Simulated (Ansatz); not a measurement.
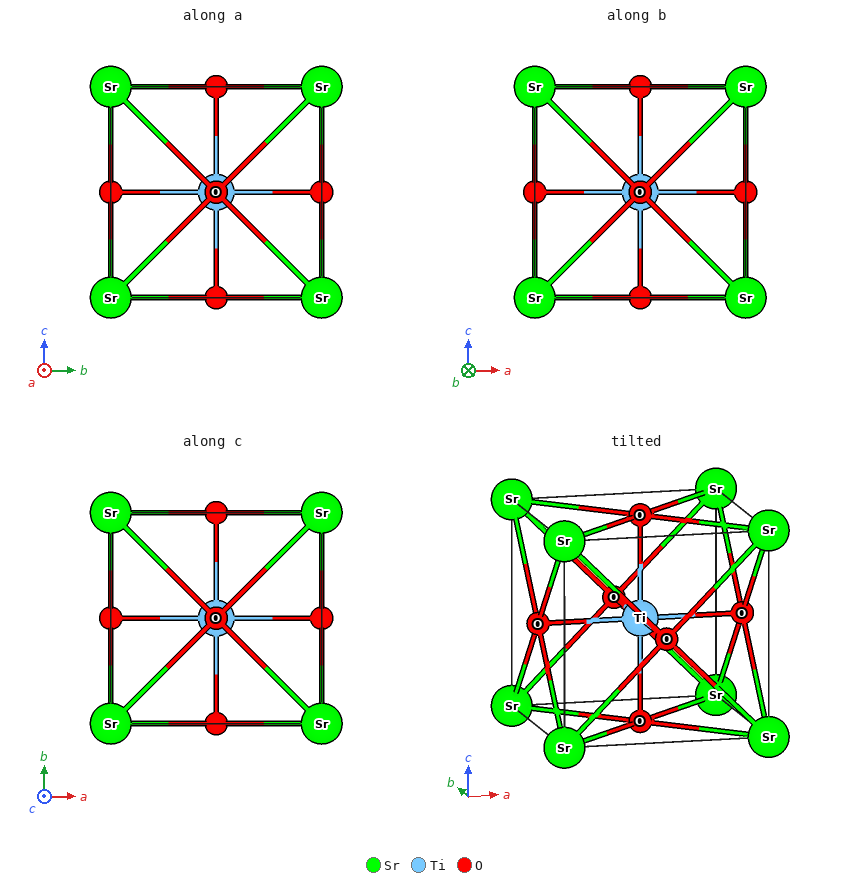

A ball-and-stick rendering, viewed along the a axis, along the b axis, along the c axis and slightly off an axis. One conventional unit cell is framed, with atoms on its boundary repeated.

Lattice parameters: a = 4.0064 Å, b = 4.0064 Å, c = 4.0064 Å, α = 90.000°, β = 90.000°, γ = 90.000°.

Reconstruct the structure as a CIF in P1 with every atom of the cell.

Answer.
```cif
data_structure
_symmetry_space_group_name_H-M 'P 1'
_symmetry_Int_Tables_number 1
_cell_length_a 4.0064
_cell_length_b 4.0064
_cell_length_c 4.0064
_cell_angle_alpha 90.000
_cell_angle_beta 90.000
_cell_angle_gamma 90.000
_cell_volume 64.31
loop_
_atom_site_label
_atom_site_type_symbol
_atom_site_fract_x
_atom_site_fract_y
_atom_site_fract_z
_atom_site_occupancy
Sr1 Sr 0.0000 0.0000 0.0000 1
Ti1 Ti 0.5000 0.5000 0.5000 1
O1 O 0.5000 0.5000 0.0000 1
O2 O 0.5000 0.0000 0.5000 1
O3 O 0.0000 0.5000 0.5000 1
```

Origin of the cell: a structure type filled with these elements by a generator (whether the compound takes this form wasn't checked). Earlier steps of the study, as a rule a relaxation of our own, may have changed the cell and positions, so they can lie some per cent off the listed ones. It went into a calculation with Ansatz.

At this level of theory the run's own cell isn't at rest (stretched, at -8 GPa), so its distances can differ from those at equilibrium, the more so the softer the solid.
